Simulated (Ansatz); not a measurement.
**C₂H₆FGa (SMILES [CH3][GaH][CH2]F): density, localisation and related maps**

The calculation's input:

```
crystal:
  periodic: [false, false, false]
  atoms:
    - {symbol: C, position_ang: [0.777725, -0.527198, 1.896489]}
    - {symbol: C, position_ang: [-0.774210, -1.470025, -1.015180]}
    - {symbol: F, position_ang: [-0.694098, -0.093043, -1.247940]}
    - {symbol: Ga, position_ang: [0.021391, -1.934328, 0.752940]}
    - {symbol: H, position_ang: [0.690871, 0.461115, 1.432659]}
    - {symbol: H, position_ang: [0.266070, -0.507867, 2.868134]}
    - {symbol: H, position_ang: [1.837597, -0.729584, 2.101424]}
    - {symbol: H, position_ang: [0.013931, -3.450244, 1.177604]}
    - {symbol: H, position_ang: [-0.260532, -1.981341, -1.843588]}
    - {symbol: H, position_ang: [-1.834117, -1.760319, -1.077565]}
basis:
  gaussian:
    orbitals: def2-TZVPD
total_charge: 0
magnetization:
  spin_polarized: false
  initial_magnetization: 0
hamiltonian:
  xc: pbe0
output: {forces: true, orbitals: {seedname: orbitals}}
```

Launched as:

```sh
ansatz run input.yaml --threads 2 --pin off --max-ram 4350MiB --events-out events.jsonl --progress --plain --runs-dir runs
```

Geometry: PBE0-D3(BJ)/pcseg-1.

The calculation used isolated molecule in a Gaussian basis; Kohn-Sham density functional theory, functional PBE0 (Ansatz).

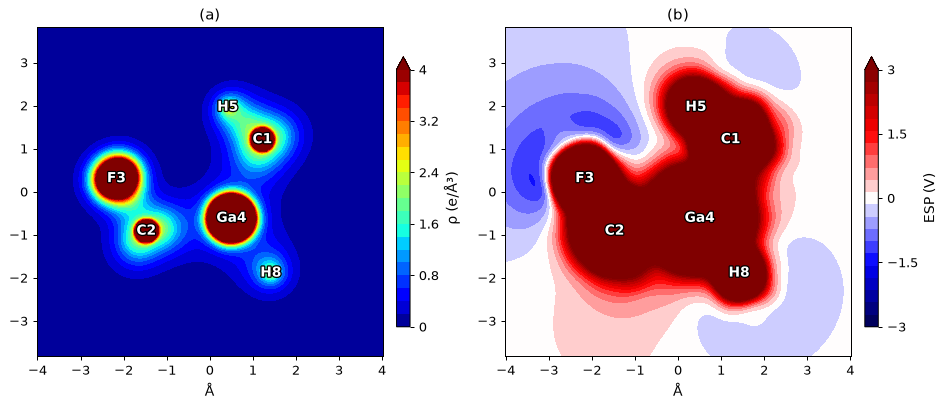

Figure 1. (a) total electron density; (b) electrostatic potential on the plane of atoms C1, Ga4 and C2.

Question: Interpret the plot.

Answer:
- The plane passes through C, F, Ga and H nuclei.
- C–F (1.40 Å): ρ at the midpoint is about 2 e/Å³, with its minimum of 1.5 e/Å³ about 0.5 Å from C.
- C–Ga (1.96 Å): ρ is about 0.79 e/Å³ halfway.
- C–H (1.10 Å): ρ at the midpoint is about 1.9 e/Å³.
- Ga–H (1.57 Å): ρ at the midpoint is about 0.97 e/Å³.
- Outside the dense part of the molecule the potential is most negative (−1.3 V) near F3.

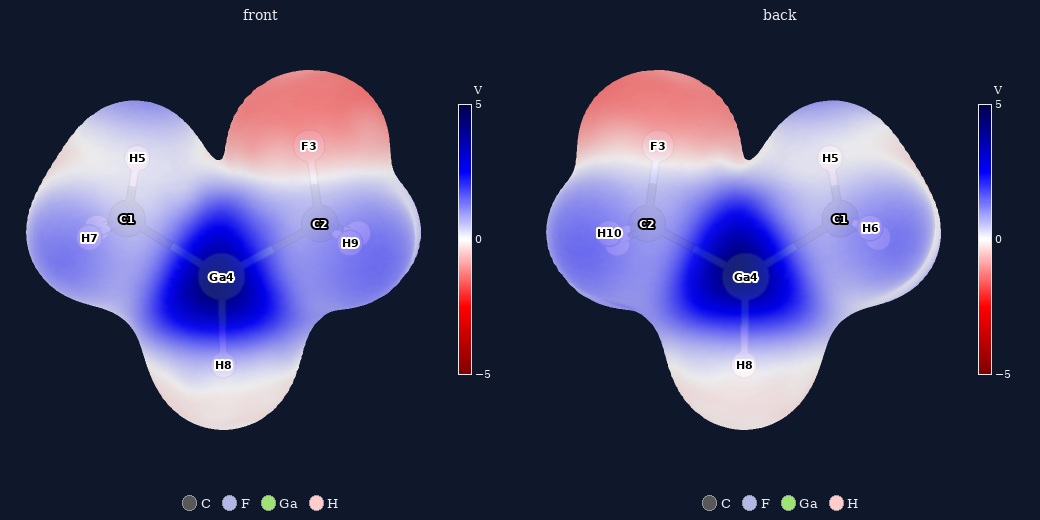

Figure 2. The electrostatic potential painted on the density surface at 0.004 e/bohr³, seen from the front and from behind; the colour scale runs from red (negative) to blue (positive).

Question: Describe the electrostatic potential map.

Answer: The most negative region (about −1.2 V) lies over F3, the most positive (about +4.2 V) over Ga4.

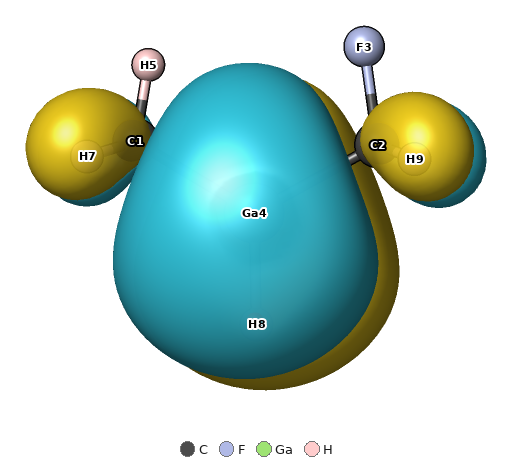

Figure 3. The LUMO at ±0.05 Å⁻³ᐟ² (yellow and cyan are the two phases), seen across its widest extent.

Question: Describe this orbital and give its energy.

Answer: Its weight (Hirshfeld) is mainly on Ga4 (about 75 %) and H8 (about 5 %). Its energy is −1.24 eV.
